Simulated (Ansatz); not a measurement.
# C₂H₃AlF₃N: basis-set convergence

How large a basis does C₂H₃AlF₃N need? Two functionals are run in growing sets.

Method: one geometry, several basis sets; program: Ansatz 0.2.0, Gaussian basis.

The runs, in order: PBE0-D4/def2-SVP; ωB97M-V/def2-SVP; PBE0-D4/def2-QZVPP; ωB97M-V/def2-QZVPP; the functionals' def2-TZVPP values are taken from earlier runs.

## Step 1: Structure used throughout

All runs share one geometry, relaxed beforehand with PBE0-D4 in a triple-zeta def2 set.

10 atoms, charge 0, spin multiplicity 1.

Atoms are counted from 1 here; the program's logs count them from 0.

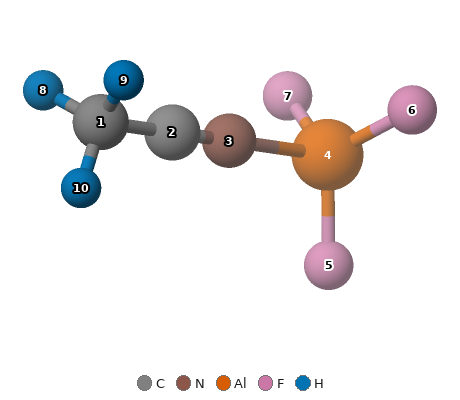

The geometry (carbon grey, nitrogen brown, aluminium orange, fluorine pink, hydrogen blue); atoms are numbered from 1 in the order of the file.

## Step 2: PBE0-D4 in def2-SVP

Contents of in.yaml:

```yaml
crystal:
  periodic: [false, false, false]
  atoms:
    - {symbol: C, position_ang: [-0.166812, -1.192201, 1.853876]}
    - {symbol: C, position_ang: [-0.052286, -0.418203, 0.645413]}
    - {symbol: N, position_ang: [0.038248, 0.195229, -0.312485]}
    - {symbol: Al, position_ang: [0.194617, 1.257690, -1.971518]}
    - {symbol: F, position_ang: [1.834707, 1.269606, -2.176181]}
    - {symbol: F, position_ang: [-0.502340, 2.678391, -1.494129]}
    - {symbol: F, position_ang: [-0.675599, 0.321670, -3.019684]}
    - {symbol: H, position_ang: [-0.618850, -2.158720, 1.625299]}
    - {symbol: H, position_ang: [-0.793288, -0.657942, 2.570018]}
    - {symbol: H, position_ang: [0.824802, -1.346620, 2.282292]}
basis:
  gaussian: {orbitals: def2-SVP}
hamiltonian: {xc: pbe0, dispersion: d4}
output: {orbitals: {seedname: orbitals}}
```

Command:

```
$ ansatz run in.yaml --threads 4 --pin off --events-out ev --progress --plain --max-ram 10444MiB
```

The runs that follow: ωB97M-V in def2-SVP; PBE0-D4 in def2-QZVPP; ωB97M-V in def2-QZVPP.

Q: Predict the results of all the runs planned. Wanted: PBE0-D4: double and triple zeta above quadruple; ωB97M-V: double and triple zeta above quadruple.

As calculated:

| quantity | value |
| --- | --- |
| PBE0-D4: double and triple zeta above quadruple | 17.80, 0.91 eV |
| ωB97M-V: double and triple zeta above quadruple | 18.08, 0.85 eV |

In words: For PBE0-D4 the step from double to triple zeta gains 16.89 eV and the next only 0.91 eV. Total energies overstate the basis error of differences, where much of it tends to cancel. The LUMO of ωB97M-V is positive and keeps falling with the basis (1.05 to 0.40 eV): an unbound level that the basis holds in place.
